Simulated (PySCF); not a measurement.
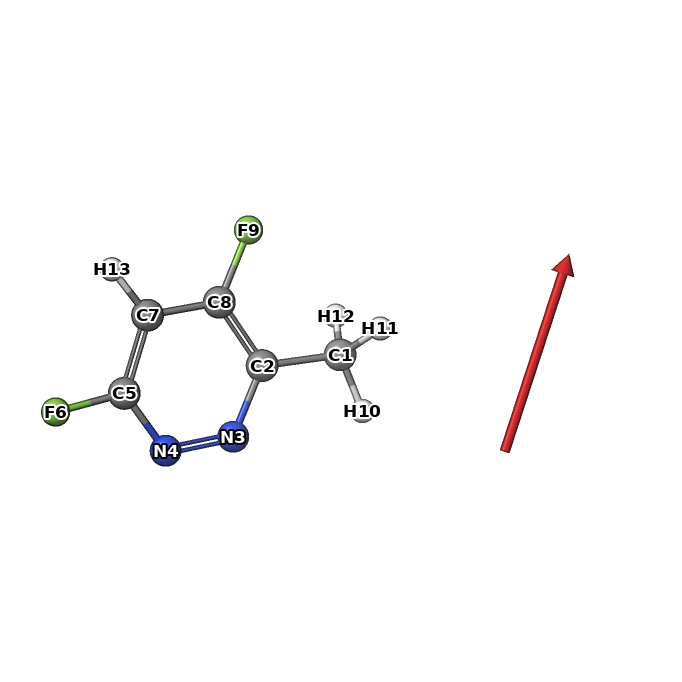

The arrow beside the molecule shows the direction of the dipole moment, from the negative to the positive end (its length means nothing). The geometry was computed by an optimisation with GFN2-xTB. No frequency run is at hand to confirm it as a minimum. Properties computed with CAM-B3LYP/def2-SVPD, gas phase (PySCF 2.14.0).

Estimate the dipole moment.

Answer. 3.34 D; it points from the side of N4, F6 to the side of F9 (the outermost atoms at the two ends).
